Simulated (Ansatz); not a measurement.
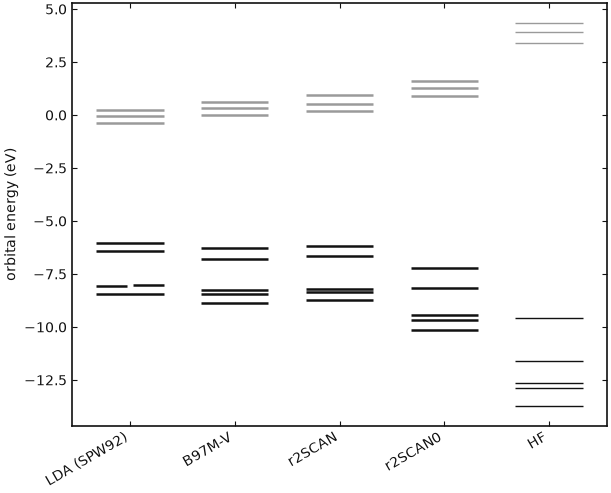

Frontier orbital energies of C₂H₇AsO, SMILES OCC[AsH2] at one geometry, def2-TZVPP, the Ansatz code 0.2.0, at a PBE0-D4/def2-TZVP geometry (a minimum by its frequencies). Empty levels are grey, levels within 0.1 eV stand side by side; all columns show the same few orbitals around the gap.

> How do the frontier levels move from column to column?

The separation grows from 5.70 eV (LDA (SPW92)) to 12.96 eV (HF).

| level | HOMO (eV) | LUMO (eV) | separation (eV) |
| --- | --- | --- | --- |
| LDA (SPW92) | −6.06 | −0.36 | 5.70 |
| B97M-V | −6.26 | −0.02 | 6.25 |
| r2SCAN | −6.20 | 0.18 | 6.38 |
| r2SCAN0 | −7.23 | 0.89 | 8.12 |
| HF | −9.57 | 3.40 | 12.96 |

Caveats, for all or some of the runs: empty levels above zero depend strongly on the basis; no scalar relativity up to krypton; one conformer of a flexible molecule.
